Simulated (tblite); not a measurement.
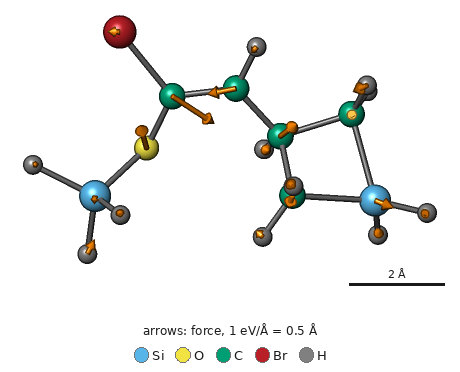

Starting geometry of C5H11BrOSi2 with the computed forces as orange arrows. Style: ball-and-stick. Shown face on.

Computed with tblite 0.8.0, GFN2-xTB geometry optimisation, gas phase. 

**Is this structure relaxed? If not, where do the atoms go?**

It isn't relaxed: the largest force vector, on a C atom, is 2.52 eV/Å. The final displacements have little in common with the starting forces (cosine between the two patterns 0.12). The atom that moves furthest after the best rigid fit is an H atom (1.90 Å). By element the largest moves are H 1.90 Å, Br 1.07 Å, Si 0.97 Å, C 0.86 Å, O 0.50 Å. Among the contacts that change: Br–Si 3.542 → 3.311 Å, C–O 1.398 → 1.320 Å, Br–C 1.869 → 1.931 Å, O–Si 1.670 → 1.638 Å. Among the angles between lasting bonds that change: Si–O–C 119.7° → 132.8°, O–Si–H 108.3° → 96.8°, H–Si–H 108.3° → 114.6°. Groups turn about C–O by about 55°, C–C by about 50°. The energy falls by 61.5 kJ/mol in 187 geometry steps. Cost: 3.7 s on 1 thread of Arm Neoverse N1, with other jobs on the host.
